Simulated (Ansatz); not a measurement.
Take HfO₂ in the fluorite structure (space group Fm-3m, No. 225; a = 5.0585 Å) as the base.

Modification: a hydrostatic pressure of 75 GPa.

Level of theory: r2SCAN, PAW, 500 eV (Ansatz, a quantum-chemistry and plane-wave program; no SOC).

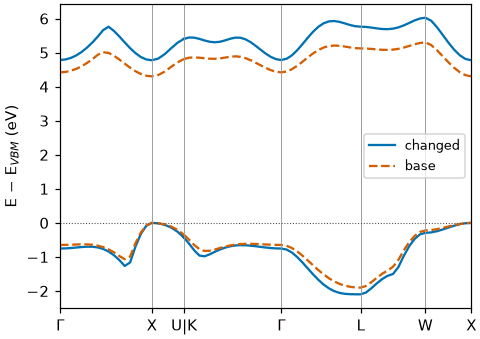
Figure: Highest valence and lowest conduction band along the path, each from its own valence-band maximum

Task: From the figure, how large is the changed gap, and is it direct?

Result: About 4.8 eV, direct at X.

Spin-orbit coupling, missing from the scalar runs, can matter with Hf. Load acts through the strain it causes; cell and atoms are relaxed under it. Whether these cells are dynamically stable was not tested. Competing high-pressure phases were not computed. This is not the structure that HfO2 has at room temperature and ambient pressure.
